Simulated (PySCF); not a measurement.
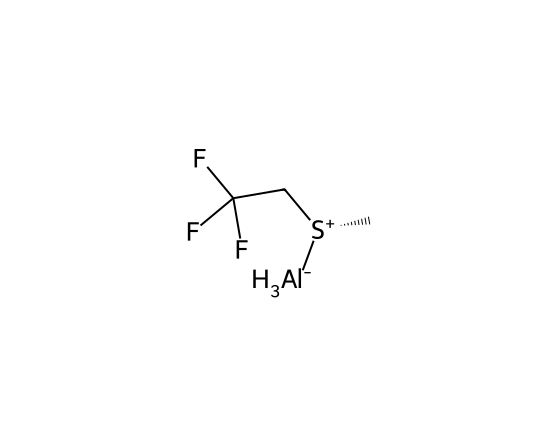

A structural formula.

Question: Transcribe the drawing into SMILES.

Answer: C[S@+]([AlH3-])CC(F)(F)F

Question: Give the formula, hydrogens included.

Answer: C3H8AlF3S.

Question: An optimisation with GFN2-xTB gave a structure of which point group?

Answer: C1.

More results for the same structure follow; atom numbers are the same in all pictures, views and colours differ. Computed geometry: GFN2-xTB optimisation. No frequency run is at hand to confirm it as a minimum.

### Electronic properties

No frequency run is at hand to confirm it as a minimum. Level of theory: PBE0/def2-SVPD, gas phase (PySCF 2.14.0). Excitations: vertical, linear response.

Question: Estimate the brightest of the 6 lowest singlets.

Answer: 6.95 eV.

Question: Give the HOMO–LUMO gap at this level.

Answer: 7.63 eV.

Question: Estimate the mean static polarisability.

Answer: 92.0 bohr³.

Question: Give the lowest vertical singlet excitation at this level.

Answer: 6.39 eV.

### Charges

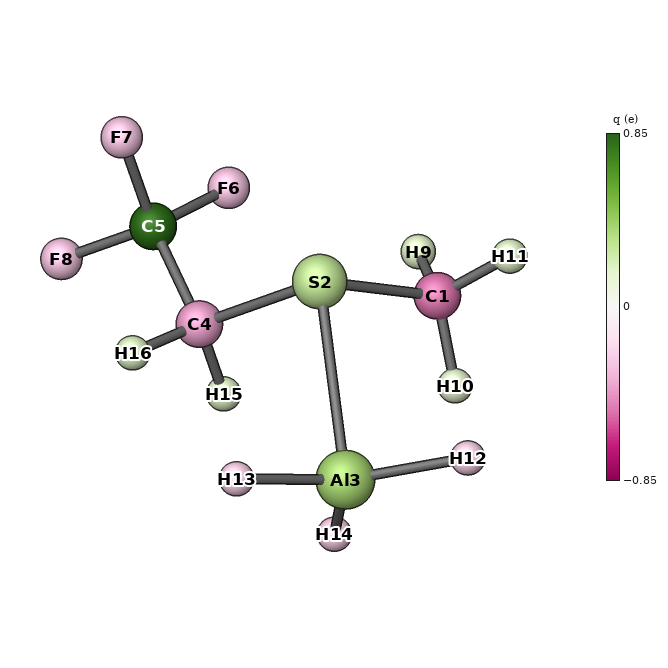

Atoms are coloured by their IAO charges. No frequency run is at hand to confirm it as a minimum. Properties computed with PBE0/pcSseg-1, gas phase (PySCF 2.14.0).

Question: Which atom carries the highest charge (most positive or least negative)?

Answer: C5 (0.81 e).

Question: And the lowest?

Answer: C1 (−0.50 e).

Give the IAO charges atom by atom.

| atom | value (e) |
| --- | --- |
| C1 | −0.50 |
| S2 | 0.30 |
| Al3 | 0.38 |
| C4 | −0.39 |
| C5 | 0.81 |
| F6 | −0.29 |
| F7 | −0.27 |
| F8 | −0.28 |
| H9 | 0.18 |
| H10 | 0.17 |
| H11 | 0.18 |
| H12 | −0.22 |
| H13 | −0.22 |
| H14 | −0.24 |
| H15 | 0.19 |
| H16 | 0.20 |

### Quadrupole coupling

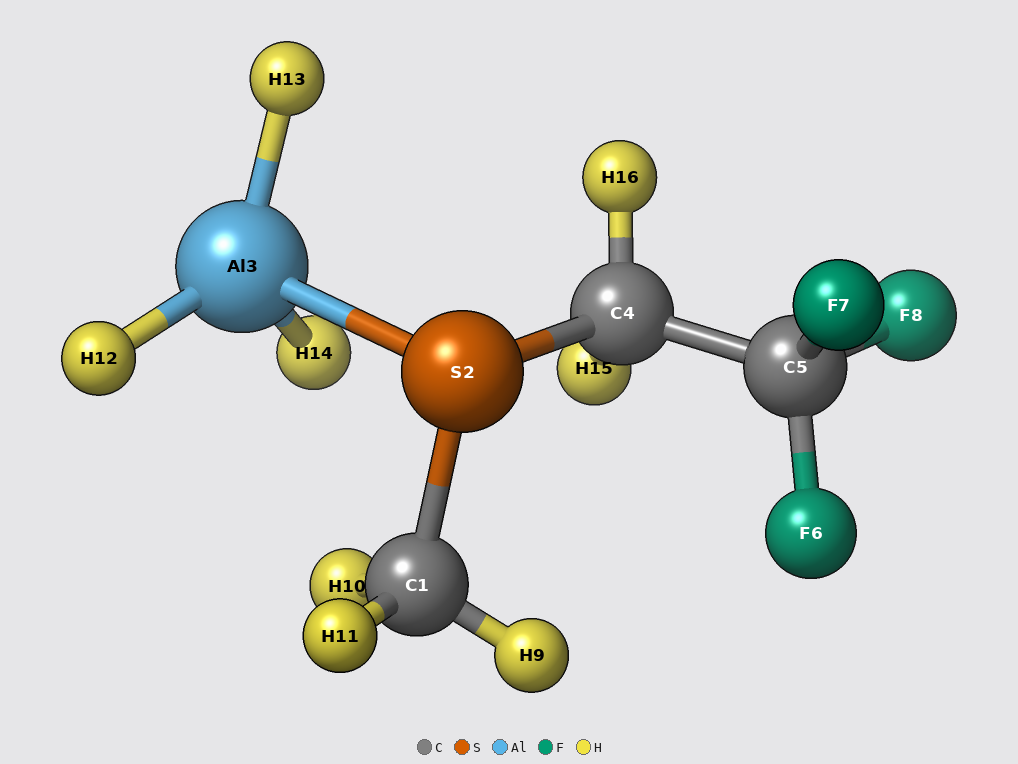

No frequency run is at hand to confirm it as a minimum. Electric field gradients from the ground-state density, PBE0/pcSseg-1 (PySCF 2.14.0), non-relativistic apart from any core potentials.

Give the largest field-gradient component, the quadrupole coupling constant and the asymmetry for 33S at S2 (Q = −67.81 mb), 27Al at Al3 (Q = 146.6 mb), 2H at H9 (Q = 2.86 mb), 2H at H10 (Q = 2.86 mb), 2H at H11 (Q = 2.86 mb), 2H at H12 (Q = 2.86 mb).

```csv
atom,V_zz (a.u.),e²qQ/h (MHz),η
S2,−2.426,38.7,0.80
Al3,1.111,38.3,0.14
H9,0.311,0.209,0.05
H10,0.290,0.195,0.08
H11,0.312,0.209,0.07
H12,0.123,0.083,0.07
```

The geometry is semi-empirical. Around Al such bond lengths and angles can be off by a tenth of an ångström or more and by several degrees, and values that hang on the shape move with them.
